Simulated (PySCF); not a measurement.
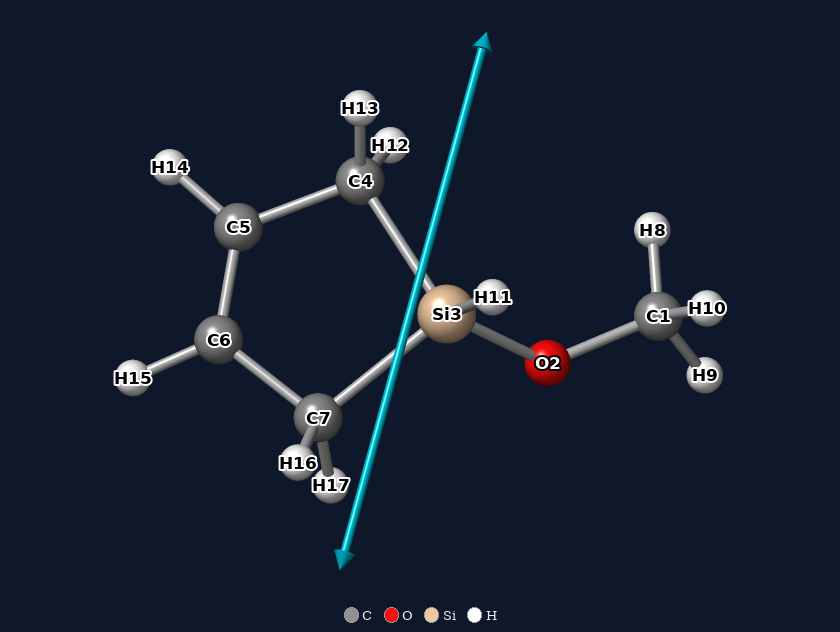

The double arrow shows the direction of the transition dipole to excited singlet state 2 (its length means nothing). The computed structure is the end point of a GFN2-xTB optimisation. No frequency run is at hand to confirm it as a minimum. Method: TDDFT ωB97X-D/def2-SVPD, vertical, gas phase, core orbitals frozen in the response (PySCF 2.14.0).

How is the transition polarised?

Answer. Nearly parallel to the C5–C6 bond.

Where does the transition lie, and how strong is it?

Answer. 7.22 eV (172 nm), oscillator strength 0.15, mainly HOMO → LUMO+2 (weight 0.52); transition dipole 2.32 D.

The geometry is semi-empirical. Around Si such bond lengths and angles can be off by a tenth of an ångström or more and by several degrees, and values that hang on the shape move with them.
